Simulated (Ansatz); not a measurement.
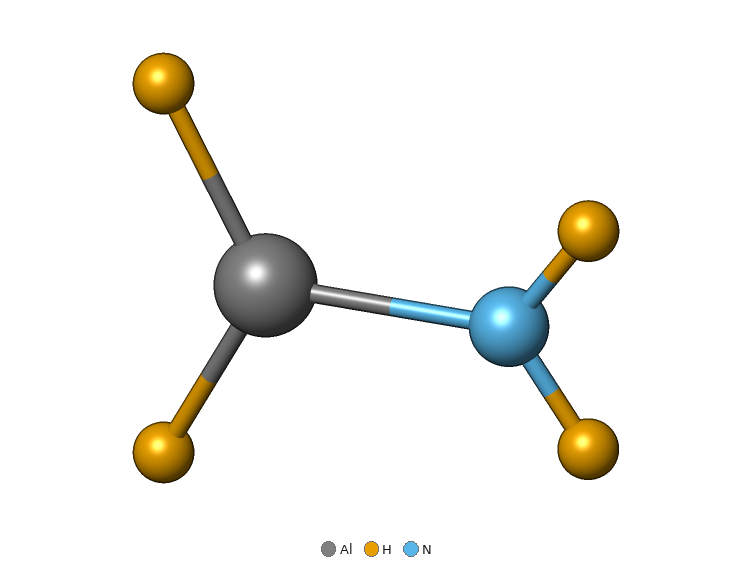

Harmonic vibrations computed with RKS PBE0-D4/def2-TZVP (Ansatz 0.2.0) at a stationary point of the same level.

Question: Minimum or transition state?

Answer: A minimum: no imaginary frequency, and the lowest mode lies at 423 cm⁻¹.

Question: List the wavenumbers.

Answer: 12 modes: 423, 443, 494, 606, 735, 752, 834, 1568, 1935, 1939, 3607, 3698 cm⁻¹.
